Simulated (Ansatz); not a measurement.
ZrTi$_{2}$N$_{3}$

The calculation's input:

```
crystal:
  lattice:
    - [3.0915952224, 0.0, 0.0]
    - [-1.5457976112, 2.6774000008, 0.0]
    - [0.0, 0.0, 7.5634756612]
  atoms:
    - { symbol: Zr, position: [0.0, 0.0, 0.0] }
    - { symbol: Ti, position: [0.3333333333, 0.6666666667, 0.6586124029] }
    - { symbol: Ti, position: [0.6666666667, 0.3333333333, 0.3413875971] }
    - { symbol: "N", position: [0.6666666667, 0.3333333333, 0.8171616375] }
    - { symbol: "N", position: [0.0, 0.0, 0.5] }
    - { symbol: "N", position: [0.3333333333, 0.6666666667, 0.1828383625] }
basis:
  ecutwfc: 420
kpoints:
  mp_grid: { grid: [12, 12, 6] }
  band_path:
    path:
      - [[0.0, 0.0, 0.0], [0.5, 0.0, 0.0], [0.33333333, 0.33333333, 0.0], [0.0, 0.0, 0.0], [0.0, 0.0, 0.5], [0.5, 0.0, 0.5], [0.33333333, 0.33333333, 0.5], [0.0, 0.0, 0.5]]
      - [[0.5, 0.0, 0.5], [0.5, 0.0, 0.0]]
      - [[0.33333333, 0.33333333, 0.5], [0.33333333, 0.33333333, 0.0]]
    npoints: 14
hamiltonian:
  xc: lda
scf:
  occupations: { method: gaussian, width: 0.1 }
  n_extra_bands: 15
output:
  forces: true
  stress: true
  eigenvalues: true
  populations: true
  dos: { projected: true, de: 0.02, nscf_kmesh: { grid: [15, 15, 8] } }
  bader: true
  write_density: true
  write_potential: true
  elf: true
  volumetric_format: npy
```

Command:

```sh
ansatz run input.yaml --threads 1 --pin off --max-ram 2560MiB --backend cpu --events-out ev --progress --plain --runs-dir out
```

Below, planes, directions and counts refer to the conventional cell (a = 3.09 Å, b = 3.09 Å, c = 7.56 Å, α = 90.00°, β = 90.00°, γ = 120.00°).

Space group P-3m1; a structure generated by program, which may or may not match a known phase; computed pressure about −14 GPa in this cell; computed without spin polarisation.

Computed with DFT LDA, scalar-relativistic, plane waves, PAW (Ansatz 0.2.0).

Question: What will maps of the valence pseudo-density and electron localisation function show?

Answer: Ti–N (2.15 Å): ρ at the midpoint is about 0.48 e/Å³; the ELF peaks at about 0.80 in the valence shell of N, 0.7 Å from its nucleus, and is about 0.20 at the midpoint: no shared electron pair shows on this line.
Zr–N (2.26 Å): ρ at the midpoint is about 0.49 e/Å³; the ELF peaks at about 0.80 in the valence shell of N, 0.6 Å from its nucleus, and drops to about 0.15 between the two atoms: no localised pair shows between them.
Bader's partition of the density gives Zr +1.83, Ti +1.70 and N −1.76 to −1.70 e.

Question: Which way does charge flow, and how much by Bader's partition?

Answer: Electrons move from Zr and Ti towards N. Bader charges: Zr +1.83, Ti +1.70 and N −1.76 to −1.70 e.

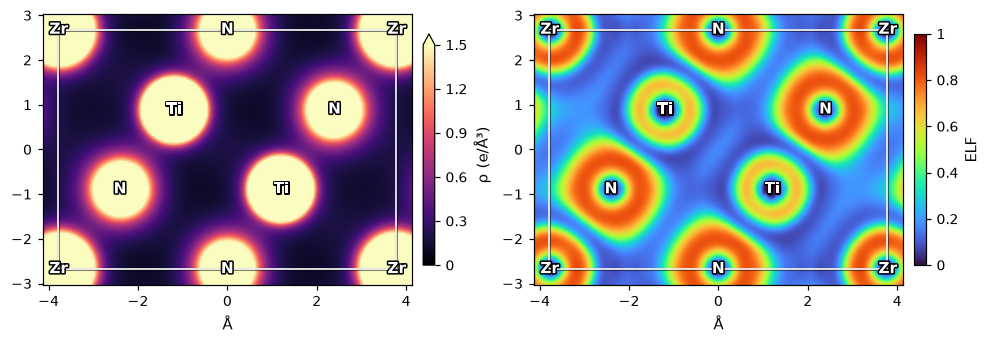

Computed valence pseudo-density and electron localisation function on the (110) plane of the conventional cell, in this order. 

In a PAW calculation such maps are meaningful between the atoms, not at the nuclei.
